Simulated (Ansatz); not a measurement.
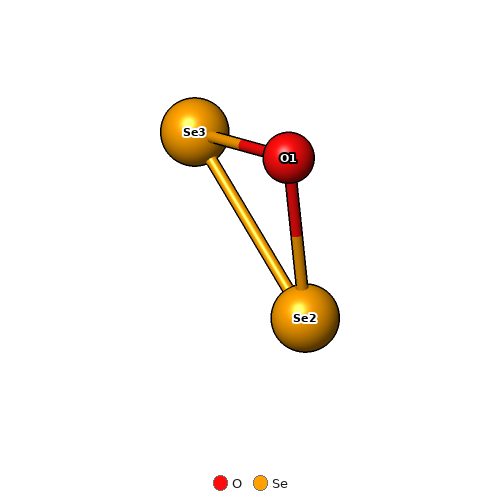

The system is OSe₂ (SMILES o1[se][se]1) with the probe HF; the picture shows it without the atoms that are moved over the map. The probe is moved over a plane parallel to the molecule's main plane, 2.30 Å above it. Coordinates scanned: (1) x of the probe's F atom; (2) y of the probe's F atom. Nothing is relaxed (molecule and probe rigid, the probe upright with F nearest the plane). The scan uses a 17 × 17 grid; 153 points were computed and 136 follow by symmetry. Energies are in kJ/mol, from the lowest grid point. The calculation used RHF/def2-SVPD (Ansatz 0.2.0).

Range: x of the probe's F atom from −2.88 to 2.88 Å; y of the probe's F atom from −2.88 to 2.88 Å.

What landscape does the calculation give?

The lowest grid point is at x of the probe's F atom = −2.88 Å, y of the probe's F atom = −2.88 Å. It lies at the edge of the scanned range, so the true minimum may lie outside. The energy also falls towards the edge at x of the probe's F atom = −2.88 Å, y of the probe's F atom = 2.16 Å (2.1 kJ/mol above the lowest) and x of the probe's F atom = 2.88 Å, y of the probe's F atom = 2.16 Å (2.1 kJ/mol above the lowest), where a further well may lie outside the range. The highest grid point, x of the probe's F atom = −1.08 Å, y of the probe's F atom = −0.72 Å, lies 125 kJ/mol above the lowest.

| y of the probe's F atom ↓, x of the probe's F atom → | −2.88 | −2.16 | −1.44 | −0.72 | 0.00 | 0.72 | 1.44 | 2.16 | 2.88 |
| --- | --- | --- | --- | --- | --- | --- | --- | --- | --- |
| 2.88 | 3 | 3 | 5 | 6 | 7 | 6 | 5 | 3 | 3 |
| 2.16 | 2 | 3 | 7 | 12 | 15 | 12 | 7 | 3 | 2 |
| 1.44 | 3 | 7 | 15 | 23 | 28 | 23 | 15 | 7 | 3 |
| 0.72 | 8 | 25 | 45 | 49 | 47 | 49 | 45 | 25 | 8 |
| 0.00 | 17 | 57 | 100 | 94 | 76 | 94 | 100 | 57 | 17 |
| −0.72 | 20 | 68 | 121 | 113 | 90 | 113 | 121 | 68 | 20 |
| −1.44 | 11 | 39 | 70 | 68 | 57 | 68 | 70 | 39 | 11 |
| −2.16 | 3 | 11 | 20 | 21 | 19 | 21 | 20 | 11 | 3 |
| −2.88 | 0 | 1 | 3 | 3 | 3 | 3 | 3 | 1 | 0 |

The table holds every second grid line.

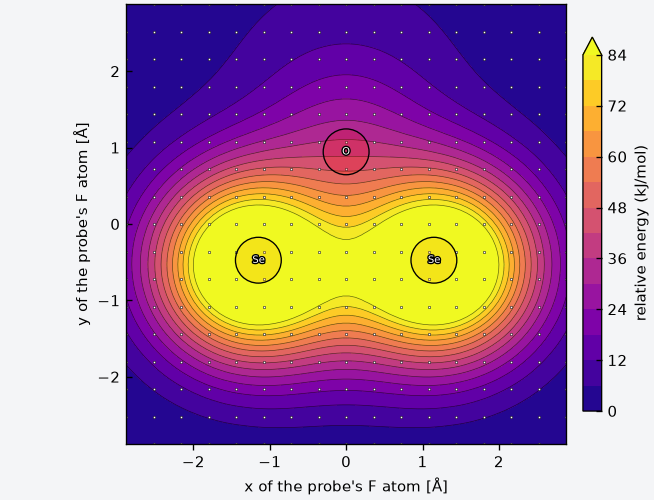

In the figure: filled contours, dots at the grid points, labelled circles for the molecule's atoms, projected on the plane, one colour for all values above the top of the scale. Between grid points the surface is interpolated.

Each point was launched as `ansatz run input.yaml --threads 1 --pin off --max-ram 2560MiB --backend cpu --events-out ev --progress --plain --runs-dir out`. Time for the 153 points that were run: 16 min on 1 thread of Arm Neoverse V2, with other jobs on the host.
